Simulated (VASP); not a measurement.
Band structure of Mg₂Sn (antifluorite). Level of theory: PBEsol GGA, VASP's PBE PAW potentials (set 64) (plane waves; VASP).

Unless said otherwise, spin-orbit coupling is left out, though it shifts the bands of the heavy elements here.

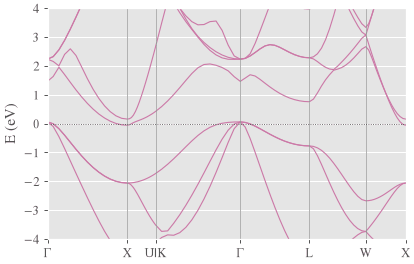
Figure: Bands along high-symmetry lines, zero at the valence-band maximum or, without a gap, the Fermi level

Problem. Read the plot: is there a gap, and where are the band edges?

Solution. It has no gap at this level: it comes out as a metal or semimetal. (Edges off the drawn lines would not show.)

Measured: gap 0.36 eV (computed value off by -0.36 eV), as given by Byungki Ryu et al., Journal of the Korean Physical Society (2019), arXiv:1905.06140.

The compound is Mg2Sn in the antifluorite structure. It was relaxed first.
